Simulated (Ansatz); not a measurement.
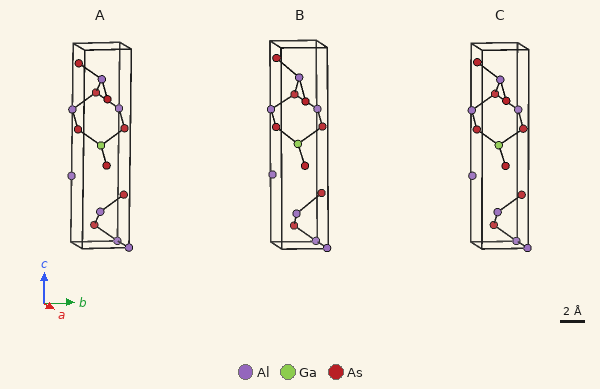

3 geometries from one relaxation of solid Al5GaAs6 (a generated structure, set up in P1) (coarse preliminary run), in shuffled order. A ball-and-stick model of the cell of the calculation, reduced to other axes, seen slightly off an axis. Lengths and directions refer to the drawn axes.

Theory: Ansatz, DFT PBE, scalar-relativistic, plane waves, PAW. Settings: plane-wave cutoff 420 eV; k-point mesh 4 × 4 × 1; occupations gaussian; smearing width 0.1 eV; no spin polarisation; cell and atoms relaxed; force threshold 0.025 eV/Å; at most 60 steps.

Put them in the order of the run, from the start to the converged end.

Answer. B, C, A. They are steps 0, 1, 6, at +170 meV per atom, +32.2 meV per atom relative to the last. The atom that moves furthest relative to the cell is an As atom (0.32 Å along [1 −3 2]). By element the largest moves are As 0.32 Å, Al 0.30 Å, Ga 0.29 Å. The volume changes by −0.2 %, with a 4.049 → 4.075 Å (+0.6 %), b 4.063 → 4.075 Å (+0.3 %), c 17.223 → 17.016 Å (−1.2 %), α 91.6° → 90.0°, β 91.0° → 90.0°, γ 91.0° → 90.0°. Among the contacts that change: Al–As 2.763 → 2.482 Å, Al–As 2.225 → 2.482 Å, Al–As 2.687 → 2.482 Å, Al–As 2.663 → 2.482 Å. Bond angles that change, for instance: As–Ga–As 123.3° → 109.3°, As–Al–As 96.1° → 108.9°, Al–As–Al 98.0° → 110.4°. The space group (tolerance 0.01 Å) goes from P1 (No. 1) to P-4m2 (No. 115). Over 5 accepted moves (6 points after the start) the energy falls by 170 meV per atom. The largest force component goes from 3 to 0.0012 eV/Å. Pressure: 1.49 GPa at the start and 0.00 GPa at the end. At 1 point the geometry stayed and the basis and grid were re-selected for the new cell (energy shift of less than 0.05 meV per atom at most each time).
